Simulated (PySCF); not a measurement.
**Ca⁺: dipole response in aug-cc-pVTZ-X2C**

How polarisable is Ca⁺ at the levels listed below?

Method: unrestricted determinants in a Gaussian basis, no spin-orbit coupling in the energies. Code: PySCF 2.14.0.

## Step 1: The system

* Element: calcium (Z = 20)
* Basis: aug-cc-pVTZ-X2C (7s6p4d2f, 59 functions)
* Hamiltonian: the spin-free X2C one-electron Hamiltonian (Gaussian nucleus)
* State 1: Ca⁺: [Ar] 4s1, 2S determinant
* Methods: UHF, PBE, PBE0, HSE06

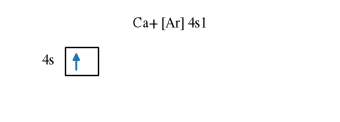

Outer shells as boxes.

The runs were made by one driver on top of PySCF. The scripts below sum up each run's settings (the driver also hands on starting orbitals that pick excited configurations, and frozen orbitals as a list rather than a count), and the logs come from the driver's own runs. The driver starts from symmetry-adapted Hartree-Fock orbitals, holds the occupation by maximum overlap and uses a logarithmic radial grid for functionals, so a plain start would take other cycles.

The integrals over 59 functions and the set-up took 1.9 s of CPU time.

## Step 2: Ca⁺, method by method

**UHF**

input.py reads:

```python
from pyscf import gto, scf, dft, mp, cc
import basis_set_exchange as bse
mol = gto.M(atom="Ca 0 0 0", charge=1, spin=1, symmetry="D2h",
            basis=gto.basis.parse(bse.get_basis("aug-cc-pVTZ-X2C", elements=["Ca"], fmt="nwchem")),
            nucmod="G")
mf = scf.UHF(mol).sfx2c1e()
mf.irrep_nelec = {'Ag': (4, 3), 'B1u': (2, 2), 'B2u': (2, 2), 'B3u': (2, 2)}
mf.kernel()
```

The program printed:

```text
damping factor = 0
level_shift factor = 0
DIIS = <class 'pyscf.scf.diis.CDIIS'>
diis_start_cycle = 1
diis_space = 10
diis_damp = 0
SCF conv_tol = 1e-09
SCF conv_tol_grad = None
number electrons alpha = 10  beta = 9
cycle= 1 E= -679.447838081396  delta_E= -1.32e-10  |g|= 2.15e-06  |ddm|= 0.000121
converged SCF energy = -679.447838081396  <S^2> = 0.75021262  2S+1 = 2.0002126
```

It used 2.7 s of CPU time after the integrals (shared host).

The occupied shells:

| shell | electrons | mean orbital energy (eV) | spread (eV) | rms radius (bohr) |
| --- | --- | --- | --- | --- |
| 1s α | 1 | -4091.5 | 0 | 0.0888 |
| 1s β | 1 | -4091.5 | 0 | 0.0888 |
| 2s α | 1 | -468.35 | 0 | 0.393 |
| 2s β | 1 | -468.23 | 0 | 0.393 |
| 2p α | 3 | -377.82 | 0 | 0.362 |
| 2p β | 3 | -377.78 | 0 | 0.362 |
| 3s α | 1 | -68.270 | 0 | 1.24 |
| 3s β | 1 | -67.957 | 0 | 1.24 |
| 3p α | 3 | -43.094 | 0 | 1.38 |
| 3p β | 3 | -42.971 | 0 | 1.38 |
| 4s α | 1 | -11.377 | 0 | 3.95 |

⟨S²⟩ = 0.750, ⟨L²⟩ = 0.00.

The driver then solved the coupled dipole response at imaginary frequencies: mean α = 96.52 bohr³, C₆ = 765.6 au for a like pair.

**PBE**

Changes to input.py:

```diff
@@ -5,3 +5,3 @@
             nucmod="G")
-mf = scf.UHF(mol).sfx2c1e()
+mf = dft.UKS(mol, xc="PBE").sfx2c1e()
 mf.irrep_nelec = {'Ag': (4, 3), 'B1u': (2, 2), 'B2u': (2, 2), 'B3u': (2, 2)}
```

The program printed:

```text
damping factor = 0
level_shift factor = 0
DIIS = <class 'pyscf.scf.diis.CDIIS'>
diis_start_cycle = 1
diis_space = 10
diis_damp = 0
SCF conv_tol = 1e-09
SCF conv_tol_grad = None
number electrons alpha = 10  beta = 9
XC functionals = PBE
    J. P. Perdew, K. Burke, and M. Ernzerhof.,  Phys. Rev. Lett. 77, 3865 (1996)
    J. P. Perdew, K. Burke, and M. Ernzerhof.,  Phys. Rev. Lett. 78, 1396 (1997)
    J. P. Perdew, K. Burke, and M. Ernzerhof.,  Phys. Rev. Lett. 77, 3865 (1996)
    J. P. Perdew, K. Burke, and M. Ernzerhof.,  Phys. Rev. Lett. 78, 1396 (1997)
cycle= 1 E= -680.014834253298  delta_E= -0.00226  |g|= 0.00393  |ddm|= 0.797
cycle= 2 E= -680.014841761948  delta_E= -7.51e-06  |g|= 0.00133  |ddm|= 0.0215
cycle= 3 E= -680.014842737736  delta_E= -9.76e-07  |g|= 7.85e-05  |ddm|= 0.0104
cycle= 4 E= -680.014842740825  delta_E= -3.09e-09  |g|= 1.05e-06  |ddm|= 0.000404
cycle= 5 E= -680.014842740826  delta_E= -1.02e-12  |g|= 1.3e-08  |ddm|= 1.26e-05
converged SCF energy = -680.014842740826  <S^2> = 0.75007662  2S+1 = 2.0000766
```

CPU time 2.7 s on a shared host, the integrals not counted.

The driver then solved the coupled dipole response at imaginary frequencies: mean α = 78.88 bohr³, C₆ = 570.0 au for a like pair.

**PBE0**

Changes to input.py:

```diff
@@ -5,3 +5,3 @@
             nucmod="G")
-mf = dft.UKS(mol, xc="PBE").sfx2c1e()
+mf = dft.UKS(mol, xc="PBE0").sfx2c1e()
 mf.irrep_nelec = {'Ag': (4, 3), 'B1u': (2, 2), 'B2u': (2, 2), 'B3u': (2, 2)}
```

The program printed:

```text
damping factor = 0
level_shift factor = 0
DIIS = <class 'pyscf.scf.diis.CDIIS'>
diis_start_cycle = 1
diis_space = 10
diis_damp = 0
SCF conv_tol = 1e-09
SCF conv_tol_grad = None
number electrons alpha = 10  beta = 9
XC functionals = PBE0
    C. Adamo and V. Barone.,  J. Chem. Phys. 110, 6158 (1999)
    M. Ernzerhof and G. E. Scuseria.,  J. Chem. Phys. 110, 5029 (1999)
cycle= 1 E= -680.059981941848  delta_E= -0.00137  |g|= 0.00415  |ddm|= 0.609
cycle= 2 E= -680.059998140139  delta_E= -1.62e-05  |g|= 0.000751  |ddm|= 0.0356
cycle= 3 E= -680.059998674397  delta_E= -5.34e-07  |g|= 0.00014  |ddm|= 0.00983
cycle= 4 E= -680.059998694546  delta_E= -2.01e-08  |g|= 3.21e-06  |ddm|= 0.00115
cycle= 5 E= -680.059998694566  delta_E= -2e-11  |g|= 2.04e-07  |ddm|= 4.66e-05
converged SCF energy = -680.059998694566  <S^2> = 0.75008768  2S+1 = 2.0000877
```

CPU time 4.3 s on a shared host, the integrals not counted.

The driver then solved the coupled dipole response at imaginary frequencies: mean α = 84.24 bohr³, C₆ = 626.4 au for a like pair.

**HSE06**

Changes to input.py:

```diff
@@ -5,3 +5,3 @@
             nucmod="G")
-mf = dft.UKS(mol, xc="PBE0").sfx2c1e()
+mf = dft.UKS(mol, xc="HSE06").sfx2c1e()
 mf.irrep_nelec = {'Ag': (4, 3), 'B1u': (2, 2), 'B2u': (2, 2), 'B3u': (2, 2)}
```

The program printed:

```text
damping factor = 0
level_shift factor = 0
DIIS = <class 'pyscf.scf.diis.CDIIS'>
diis_start_cycle = 1
diis_space = 10
diis_damp = 0
SCF conv_tol = 1e-09
SCF conv_tol_grad = None
number electrons alpha = 10  beta = 9
XC functionals = HSE06
    J. Heyd, G. E. Scuseria, and M. Ernzerhof.,  J. Chem. Phys. 118, 8207 (2003)
    J. Heyd, G. E. Scuseria, and M. Ernzerhof.,  J. Chem. Phys. 124, 219906 (2006)
    A. V. Krukau, O. A. Vydrov, A. F. Izmaylov, and G. E. Scuseria.,  J. Chem. Phys. 125, 224106 (2006)
cycle= 1 E= -680.082508583351  delta_E= -0.00151  |g|= 0.00425  |ddm|= 0.66
cycle= 2 E= -680.082520637149  delta_E= -1.21e-05  |g|= 0.000991  |ddm|= 0.0265
cycle= 3 E= -680.08252122159  delta_E= -5.84e-07  |g|= 9.38e-05  |ddm|= 0.00992
cycle= 4 E= -680.082521228088  delta_E= -6.5e-09  |g|= 2.37e-06  |ddm|= 0.000664
cycle= 5 E= -680.082521228092  delta_E= -4.55e-12  |g|= 1.31e-07  |ddm|= 1.71e-05
converged SCF energy = -680.082521228092  <S^2> = 0.75011  2S+1 = 2.00011
```

CPU time 6.6 s on a shared host, the integrals not counted.

The driver then solved the coupled dipole response at imaginary frequencies: mean α = 79.04 bohr³, C₆ = 573.8 au for a like pair.

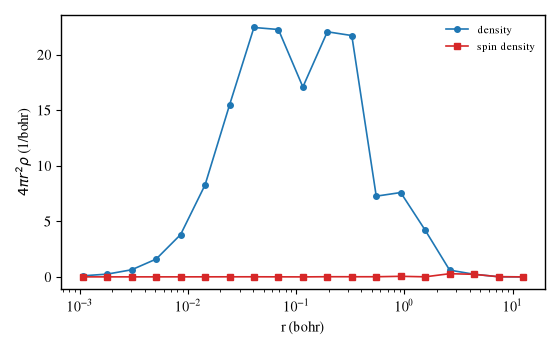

Radial density 4πr²ρ of Ca⁺ at UHF, at 19 stored radii joined by straight lines.

## Step 3: Polarisabilities and C₆

Ca⁺, in atomic units:

| method | mean α | C₆ (like pair) | S(−4) |
| --- | --- | --- | --- |
| UHF | 96.52 | 765.6 | 8873 |
| PBE | 78.88 | 570.0 | 5976 |
| PBE0 | 84.24 | 626.4 | 6818 |
| HSE06 | 79.04 | 573.8 | 5949 |

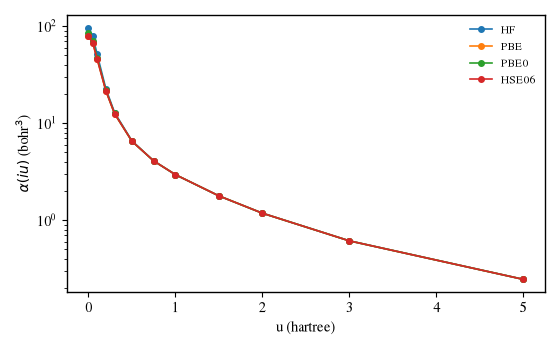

α(iu) of Ca⁺, the polarisability at imaginary frequency, on a logarithmic scale.

## Step 4: Results

```
quantity                             value
α of Ca⁺  78.88 (PBE) to 96.52 (UHF) bohr³
```

In words: A single London oscillator with the computed α and C₆ of Ca⁺ at UHF would have ω = 4 C₆ / (3 α²) = 0.110 hartree. The basis is finite, and no extrapolation was made.
